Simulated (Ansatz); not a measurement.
# H4C2SeSO2 (Pc): band gap by G0W0 on PBE

How far does one-shot GW move the PBE gap of H4C2SeSO2 (Pc)?

Program: Ansatz 0.2.0. Level of theory: PBE, then G0W0 on it, plane waves, PAW. Results are calculated unless marked as measured.

### Step 1. The starting structure

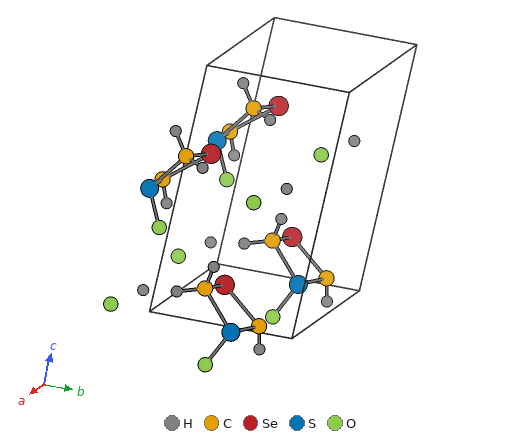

Start, viewed from a free direction; hydrogen grey, carbon orange, selenium red, sulfur blue, oxygen green. 2×1×1 cells are drawn. Bonds to atoms that aren't drawn are left out.

The start is a cell from the Crystallography Open Database.

### Step 2. Relaxing the structure

The structure is relaxed first.

This step: DFT, PBE, plane waves, PAW; PAW set soft_1.

The input, input.yaml:

```yaml
crystal:
  lattice:
    - [5.6201, 0.0, 0.0]
    - [0.0, 5.429, 0.0]
    - [-4.1064155037, 0.0, 7.782155437]
  atoms:
    - { symbol: H, position: [0.9827, 0.7344, 0.4537] }
    - { symbol: H, position: [0.9827, 0.2656, 0.9537] }
    - { symbol: H, position: [0.945, 0.5099, 0.3216] }
    - { symbol: H, position: [0.945, 0.4901, 0.8216] }
    - { symbol: H, position: [0.3382, 0.9266, 0.0142] }
    - { symbol: H, position: [0.3382, 0.0734, 0.5142] }
    - { symbol: H, position: [0.4555, 0.0969, 0.1863] }
    - { symbol: H, position: [0.4555, 0.9031, 0.6863] }
    - { symbol: C, position: [0.8704, 0.6677, 0.3369] }
    - { symbol: C, position: [0.8704, 0.3323, 0.8369] }
    - { symbol: C, position: [0.4752, 0.9396, 0.1363] }
    - { symbol: C, position: [0.4752, 0.0604, 0.6363] }
    - { symbol: Se, position: [0.48675, 0.64835, 0.27437] }
    - { symbol: Se, position: [0.48675, 0.35165, 0.77437] }
    - { symbol: S, position: [0.808, 0.8858, 0.1702] }
    - { symbol: S, position: [0.808, 0.1142, 0.6702] }
    - { symbol: O, position: [0.9789, 0.0991, 0.2318] }
    - { symbol: O, position: [0.9789, 0.9009, 0.7318] }
    - { symbol: O, position: [0.8019, 0.7622, 0.0238] }
    - { symbol: O, position: [0.8019, 0.2378, 0.5238] }
kpoints:
  mp_grid: { grid: [4, 4, 4] }
hamiltonian:
  xc: pbe
  pseudopotentials: { kind: paw, azcp: { folder: soft_1 } }
scf:
  occupations: { method: fermi_dirac, width: 0.02 }
relax:
  f_tol: 0.02
  max_steps: 60
```

The run is started by

```bash
> ansatz run input.yaml --threads 2 --pin off --max-ram 92160MiB --backend cuda --events-out ev --progress --plain --runs-dir out --devices 1 --max-vram 13GiB
```

Numbers of over 12 decimals in the logs are rounded to 6 here.

What it wrote:

```text
GPUs: using 1 of 1 available (devices: 1).
Engine: ansatz 0.2.0, x86_64-unknown-linux-gnu
Pseudopotentials: kind: paw
Pseudopotential: H, paw, valence charge 1, recommended cutoff 420 eV (normal), soft_1/H.paw.azcp
Pseudopotential: C, paw, valence charge 4, recommended cutoff 420 eV (normal), soft_1/C.paw.azcp
Pseudopotential: Se, paw, valence charge 16, recommended cutoff 420 eV (normal), soft_1/Se.paw.azcp
Pseudopotential: S, paw, valence charge 6, recommended cutoff 420 eV (normal), soft_1/S.paw.azcp
Pseudopotential: O, paw, valence charge 6, recommended cutoff 420 eV (normal), soft_1/O.paw.azcp
Functional definition: PBE
  parameter kappa = 0.804
  parameter beta = 0.066725
  exchange = pbe_x(kappa = kappa, mu = beta*pi^2/3)
  correlation = pbe_c(beta = beta)
device memory: the entry about to start is reckoned to put 3.4 GiB on a device that reports 32.4 GiB free (of which the cap on the GPU budget leaves the run 13.0 GiB)
GPU FFT provider: cuFFT
GPU libraries: cuBLAS 13.8.2, cuFFT 12.4.0, cuSOLVER 12.3.4
Crystal: 20 atoms, lattice volume = 237.445 Å³
Basis set: ecut = 420 eV, 4629 PW (Γ), exchange–correlation on 80×80×120 points (8 copies of the dense FFT grid, shifted against one another)
Bands: 66, of which v1, the nominal top of the filled ones, is band 46 counted from 1 (45 counted from 0)
Symmetry: 2 space group operations
Space group: Pc (ITA 7), of the structure as read, at distance tolerance 6.2e-5 Å
k-points: 30 of 64 (time reversal used)
Non-local potential: H, projectors of the file, l = 0: 2, l = 1: 1
Non-local potential: C, projectors of the file, l = 0: 2, l = 1: 2, l = 2: 1
Non-local potential: Se, projectors of the file, l = 0: 2, l = 1: 2, l = 2: 3, l = 3: 1
Non-local potential: S, projectors of the file, l = 0: 2, l = 1: 2, l = 2: 1
Non-local potential: O, projectors of the file, l = 0: 2, l = 1: 2, l = 2: 1
PAW form: soft (Blöchl's): semilocal exchange-correlation on the pseudo side does not see the compensation charge
PAW one-centre angular grid: H, 110 points (default); XC on 64 Gauss nodes
PAW one-centre angular grid: C, 110 points (default); XC on 64 Gauss nodes
PAW one-centre angular grid: Se, 590 points (default); XC on 64 Gauss nodes
PAW one-centre angular grid: S, 110 points (default); XC on 64 Gauss nodes
PAW one-centre angular grid: O, 110 points (default); XC on 64 Gauss nodes
Initial density: superposition of atomic densities (chi_scale 0.1, normalization cell, long waves kept (reshape's long-wave potential 0.22 eV rms))
Initial wavefunctions: pseudopotential atomic-orbital guess
GPU buffer pool allocated for 96000 grid points (all kernels)
GPU transforms: local potential and band sums: pruned to the plane-wave sphere, on 40×40×60
Functional: x = pbe(κ = 0.804, μ = 0.219515), c = pbe(β = 0.066725)
SCF iter   1: F=—  HF=-16151.821401 eV  |F-HF|=—  |Δ(HF+E_count)|=         —  Δρ=1.30e-1  dr2=4.67e1  ethr=3.10e-3  ⟨swp⟩=6.8  Hψ=9440  notcnv=0  defer=47
preconditioner: auto → Resta (q_TF=auto, 2.329 Å⁻¹)  ε∞=2.8  [insulator: Δε(μ)=3.329 eV  Ē_g=15.261 eV  σ=0.020 eV  W_gap=1.00  n_scr=46 (ndim 8)  ℏωp=20.4 eV  f_vac=0.042  D(μ)=0.00/eV (n_scr^D=0)  ε∞_Penn≈2.8]
SCF iter   2: F=—  HF=-16138.194899 eV  |F-HF|=—  |Δ(HF+E_count)|=    1.36e1  Δρ=5.19e-2  dr2=4.76e0  ethr=3.10e-3  ⟨swp⟩=4.3  Hψ=4316  notcnv=0  defer=480
SCF iter   3: F=—  HF=-16136.768171 eV  |F-HF|=—  |Δ(HF+E_count)|=    1.43e0  Δρ=1.84e-2  dr2=6.42e-1  ethr=3.10e-3  ⟨swp⟩=3.1  Hψ=3100  notcnv=0  defer=480
SCF iter   4: F=—  HF=-16136.631154 eV  |F-HF|=—  |Δ(HF+E_count)|=   1.37e-1  Δρ=5.27e-3  dr2=5.84e-2  ethr=6.98e-4  ⟨swp⟩=3.0  Hψ=2933  notcnv=0  defer=480
SCF iter   5: F=—  HF=-16136.627114 eV  |F-HF|=—  |Δ(HF+E_count)|=   4.04e-3  Δρ=2.24e-3  dr2=8.26e-3  ethr=6.35e-5  ⟨swp⟩=2.0  Hψ=3780  notcnv=0  defer=480
SCF iter   6: F=—  HF=-16136.632721 eV  |F-HF|=—  |Δ(HF+E_count)|=   5.61e-3  Δρ=1.01e-3  dr2=2.07e-3  ethr=8.97e-6  ⟨swp⟩=2.0  Hψ=2700  notcnv=0  defer=480
SCF iter   7: F=—  HF=-16136.633085 eV  |F-HF|=—  |Δ(HF+E_count)|=   3.63e-4  Δρ=1.73e-4  dr2=8.00e-5  ethr=2.25e-6  ⟨swp⟩=2.0  Hψ=2975  notcnv=0  defer=480
SCF iter   8: F=—  HF=-16136.633207 eV  |F-HF|=—  |Δ(HF+E_count)|=   1.23e-4  Δρ=9.82e-5  dr2=1.93e-5  ethr=1.09e-8  ⟨swp⟩=5.9  Hψ=7075  notcnv=0
SCF iter   9: F=-16136.633216 eV  HF=-16136.633217 eV  |F-HF|=1.57e-6  |Δ(HF+E_count)|=   9.88e-6  Δρ=4.82e-5  dr2=4.83e-6  ethr=1.09e-8  ⟨swp⟩=5.3  Hψ=6606  notcnv=0
SCF 1 converged in 9 iterations: F = -16136.633216 eV  dr2 = 4.83e-6
  greatest PAW one-centre occupation: 1.000 electrons in one spin orbital (limit 2), on the Se atom at site 12 (counted from 0), in its partial waves of l = 2
relax step   1: F+E_penalty+E_count = -16136.63321580 eV  Δ(F+E_penalty+E_count) = +0.000e0 eV  max|allowed force component| = 4.439e0 eV/Å  Δτ_max = 0.0000 Å  (9 SCF iters, dr2 threshold 1.00e-5 eV, accepted)
[...]
relax step   2: F+E_penalty+E_count = -16138.29035495 eV  Δ(F+E_penalty+E_count) = -1.657e0 eV  max|allowed force component| = 1.063e0 eV/Å  Δτ_max = 0.0843 Å  (6 SCF iters, dr2 threshold 1.00e-4 eV, accepted)
[...]
relax step   3: F+E_penalty+E_count = -16138.44201874 eV  Δ(F+E_penalty+E_count) = -1.517e-1 eV  max|allowed force component| = 2.438e-1 eV/Å  Δτ_max = 0.0323 Å  (5 SCF iters, dr2 threshold 7.06e-5 eV, accepted)
[...]
relax step   4: F+E_penalty+E_count = -16138.44798431 eV  Δ(F+E_penalty+E_count) = -5.966e-3 eV  max|allowed force component| = 4.720e-2 eV/Å  Δτ_max = 0.0301 Å  (6 SCF iters, dr2 threshold 3.71e-6 eV, accepted)
[...]
relax step   5: F+E_penalty+E_count = -16138.44848512 eV  Δ(F+E_penalty+E_count) = -5.008e-4 eV  max|allowed force component| = 3.889e-2 eV/Å  Δτ_max = 0.0206 Å  (8 SCF iters, accepted)
[...]
relax step   6: F+E_penalty+E_count = -16138.44835858 eV  Δ(F+E_penalty+E_count) = +1.265e-4 eV  max|allowed force component| = 5.280e-2 eV/Å  Δτ_max = 0.0112 Å  (7 SCF iters, rejected (line search))
[...]
relax step   7: F+E_penalty+E_count = -16138.44878334 eV  Δ(F+E_penalty+E_count) = -2.982e-4 eV  max|allowed force component| = 4.368e-3 eV/Å  Δτ_max = 0.0055 Å  (6 SCF iters, accepted)
SCF converged after 6 iterations
Free energy (F): -16138.448783 eV
Harris-Foulkes:  -16138.448783 eV  (|F-HF|=1.84e-8)
Internal energy: -16138.448783 eV  (E = F + TS)
E sigma→0 (E₀):  -16138.448783 eV
Fermi energy:    4.404639 eV
--- Per-component energies (eV) ---
  E_band       = -1248.867986
  E_kinetic    = 1584.326317
  E_local      = -9794.802836  (includes V_loc(G=0)·N_el)
  E_nonlocal   = -334.301415
  E_hartree    = 4469.555216
  E_xc         = -894.359504
  E_vxc        = -1035.885594  (∫ρ·V_xc dr)
  E_paw        = -6533.550300  (= ΣΔE_a)
  E_vpaw       = -607.303942  (= ΣTr[D̂ρ^β])
  E_aug_tail   = -0.006007  (compensation charges beyond the density's cutoff)
  E_ewald      = -4635.310255
  E_smearing   = -0.000000  (= −TS)
  E_closure    = -0.000000  (closes the sum)
  Σ components = -16138.448783   (vs F -16138.448783, Δ=0.00e0)
--- Forces (eV/Å), atoms counted from 1 ---
  atom   1  H      0.00089274     0.00098428    -0.00101376
  atom   2  H      0.00089274    -0.00098428    -0.00101376
  atom   3  H      0.00015219     0.00118069    -0.00115826
  atom   4  H      0.00015219    -0.00118069    -0.00115826
  atom   5  H      0.00105554     0.00085471     0.00038790
  atom   6  H      0.00105554    -0.00085471     0.00038790
  atom   7  H      0.00179838    -0.00005063    -0.00036103
  atom   8  H      0.00179838     0.00005063    -0.00036103
  atom   9  C      0.00120527    -0.00014679     0.00211288
  atom  10  C      0.00120527     0.00014679     0.00211288
  atom  11  C     -0.00399840     0.00436776    -0.00128017
  atom  12  C     -0.00399840    -0.00436776    -0.00128017
  atom  13  Se    -0.00071990    -0.00049497     0.00101132
  atom  14  Se    -0.00071990     0.00049497     0.00101132
  atom  15  S     -0.00278916    -0.00146260     0.00014076
  atom  16  S     -0.00278916     0.00146260     0.00014076
  atom  17  O      0.00086269     0.00118727    -0.00090196
  atom  18  O      0.00086269    -0.00118727    -0.00090196
  atom  19  O      0.00156043     0.00332195     0.00109284
  atom  20  O      0.00156043    -0.00332195     0.00109284
  max |Σ_I F_I| component: 6.10e-5 eV/Å
--- Relaxed structure (7 steps of the walk, 6 accepted, 0 SCFs on fresh bases) ---
  F+E_penalty+E_count = -16138.44878334 eV   max|allowed force component| = 4.368e-3 eV/Å
  atoms:
    - { symbol: H, position: [0.990328, 0.747364, 0.466042] }
    - { symbol: H, position: [0.990328, 0.252636, 0.966042] }
    - { symbol: H, position: [0.952667, 0.494992, 0.318862] }
    - { symbol: H, position: [0.952667, 0.505008, 0.818862] }
    - { symbol: H, position: [0.324262, 0.925430, -0.000839099] }
    - { symbol: H, position: [0.324262, 0.074570, 0.499161] }
    - { symbol: H, position: [0.457878, 0.113320, 0.194129] }
    - { symbol: H, position: [0.457878, 0.886680, 0.694129] }
    - { symbol: C, position: [0.871963, 0.668602, 0.338062] }
    - { symbol: C, position: [0.871963, 0.331398, 0.838062] }
    - { symbol: C, position: [0.471363, 0.940103, 0.134932] }
    - { symbol: C, position: [0.471363, 0.059897, 0.634932] }
    - { symbol: Se, position: [0.484774, 0.646880, 0.274117] }
    - { symbol: Se, position: [0.484774, 0.353120, 0.774117] }
    - { symbol: S, position: [0.808009, 0.887124, 0.169841] }
    - { symbol: S, position: [0.808009, 0.112876, 0.669841] }
    - { symbol: O, position: [0.979480, 0.104931, 0.232230] }
    - { symbol: O, position: [0.979480, 0.895069, 0.732230] }
    - { symbol: O, position: [0.801827, 0.759901, 0.021793] }
    - { symbol: O, position: [0.801827, 0.240099, 0.521793] }
```

Run time: 18 s. Hardware: 1 × NVIDIA H100 80GB HBM3 (shared by 6 runs) with 2 threads of AMD EPYC 7R13 (Zen 3), shared host; peak memory 1 GiB; 28 s of CPU time.

Step by step:

| step | energy less that of the first step (eV) | largest force component (eV/Å) |
| --- | --- | --- |
| 1 | 0.0000 | 4.4389 |
| 2 | -1.6571 | 1.0626 |
| 3 | -1.8088 | 0.2438 |
| 4 | -1.8148 | 0.0472 |
| 5 | -1.8153 | 0.0389 |
| 6 | -1.8151 | 0.0528 |
| 7 | -1.8156 | 0.0044 |

Relaxation step 6 was tried and not accepted.

Forces are held to the 2 operations that the run works with; a distortion that breaks them can't arise in this run.

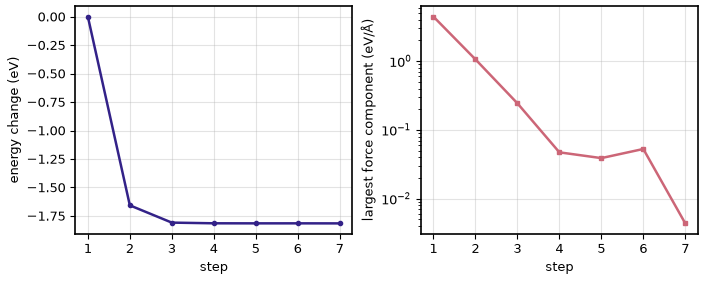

Energy and largest force along the relaxation.

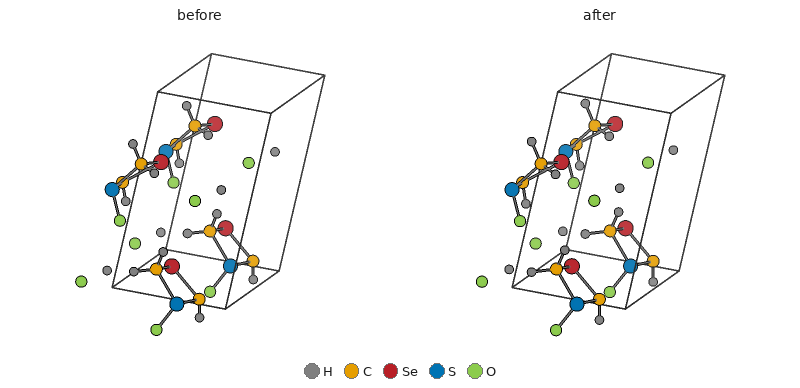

Before and after, at one scale. Bonds to atoms that aren't drawn are left out.

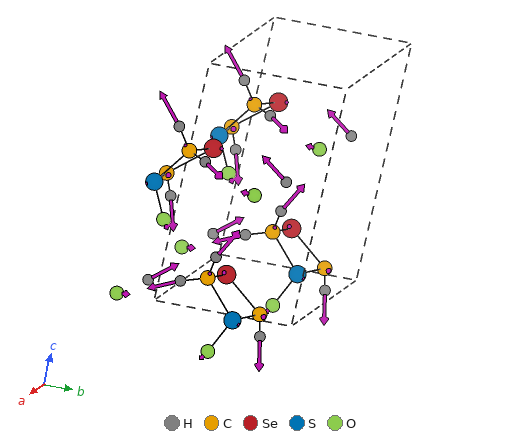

Displacements in the relaxation, exaggerated; the longest in the cell stands for 0.12 Å. Bonds to atoms that aren't drawn are left out. 2×1×1 cells are drawn.

The atoms that moved most (Å):

| atom | dx | dy | dz | length |
| --- | --- | --- | --- | --- |
| H1 | -0.008 | 0.070 | 0.096 | 0.119 |
| H2 | -0.008 | -0.070 | 0.096 | 0.119 |
| H6 | -0.017 | 0.006 | -0.117 | 0.118 |
| H5 | -0.017 | -0.006 | -0.117 | 0.118 |
| H7 | -0.019 | 0.089 | 0.061 | 0.110 |
| H8 | -0.019 | -0.089 | 0.061 | 0.110 |
| H4 | 0.054 | 0.081 | -0.021 | 0.100 |
| H3 | 0.054 | -0.081 | -0.021 | 0.100 |

[end of part 1 of 3]

[Paths, hosts, dates, memory and timing lines, banners, echoed tables and standing remarks are left out of the program output.]

[Logs are printed without paths, hosts, clocks, repeated set-up lines and the standing remarks that a program may print on its own settings, such as how far it seeks lower states.]

[Runs of the session that timed out or met a known fault of the program may be left out.]

[Cells called generated may have been cut or substituted from an entry of the Crystallography Open Database or the Materials Project.]

[Hosts, paths, dates, database ids (printed as entryN), source tags and the programs' standing remarks are cut or masked in the printed files.]

[Where an RPA ε∞ is given, it is that of the G0W0 mesh and is not shown converged in it. Names of k-points follow the symmetry that the program found, which can be lower than the space group named. Band edges on a path are those of the sampled points; other points can move an edge, and change direct to indirect where valleys lie close.]

[Hybrid gaps are those of their k-mesh and are not shown converged in it.]
